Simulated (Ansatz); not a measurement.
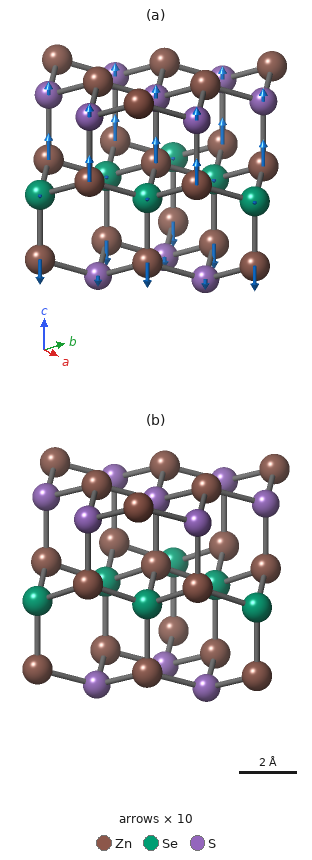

The structure of a crystal of Zn$_{3}$SeS$_{2}$ (a generated structure, set up in P3m1) (coarse preliminary run) before (top) and after (bottom) a relaxation, at one scale. The blue arrows give the displacements (the part carried along by the change of the cell is left out), 10 times their true length.

Style: ball-and-stick. Shown: the atoms within 5.8 Å of the atom that moves most (axes of the cell of the calculation), slightly off an axis.

Method: Ansatz, DFT PBE, scalar-relativistic, plane waves, PAW. Set-up: plane-wave cutoff 420 eV; k-point mesh 6 × 6 × 2; occupations gaussian; smearing width 0.1 eV; no spin polarisation; cell and atoms relaxed; force threshold 0.04 eV/Å; at most 70 steps.

Question: Summarise the run.

Answer: A Zn atom moves most relative to the cell: 0.098 Å along +c. Largest moves by element: Zn 0.098 Å, S 0.049 Å, Se 0.014 Å. Cell: a = b 3.833 → 3.917 Å (+2.2 %), c 9.389 → 9.600 Å (+2.2 %). Volume +6.8 %. Among the contacts that change: Se–Zn 2.347 → 2.478 Å, Se–Zn 2.347 → 2.438 Å, S–Zn 2.347 → 2.383 Å, S–Zn 2.347 → 2.362 Å. Bond angles that change, for instance: Se–Zn–Se 109.5° → 106.9°, Zn–Se–Zn 109.5° → 106.9°, Zn–Se–Zn 109.5° → 111.9°. The space group stays P3m1 (No. 156). After 3 accepted moves (4 points after the start) the energy has fallen by 0.196 eV per cell of the calculation. Largest force component: 0.77 eV/Å at the start, 0.0069 eV/Å at the end. Pressure: 5.24 GPa at the start and 0.00 GPa at the end. At 1 point the geometry stayed and the basis and grid were re-selected for the new cell (energy shift of 3.2 meV per cell of the calculation at most each time). The run took 36 s on 1 thread of Arm Neoverse V2, with other jobs on the host, peak memory 0.37 GiB.
